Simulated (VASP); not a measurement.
Band structure of TcGe2 (space group Fm-3m). Level of theory: PBE GGA, VASP's PBE PAW potentials (set 64) (plane waves; VASP 6.6.1).

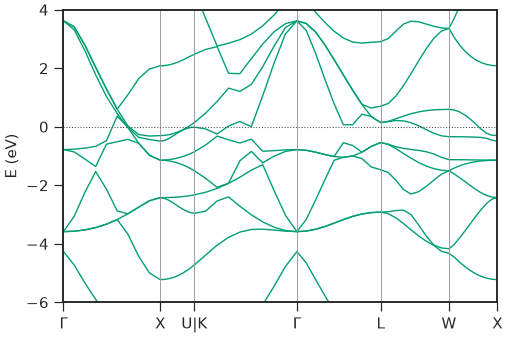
Figure. Bands along high-symmetry lines, zero at the valence-band maximum or, without a gap, the Fermi level

Q: Read the plot: is there a gap, and where are the band edges?

A: It has no gap at this level: it comes out as a metal or semimetal.

The structure was generated: TcGe2 was put into an ordered model structure, which need not be its known phase. The cell was not relaxed at this level. The k-mesh is coarse (spacing up to 0.35 per Å, 2π included), so the numbers may not be converged in it. The electron count is odd and the run is not spin-polarised, which forces a metal.
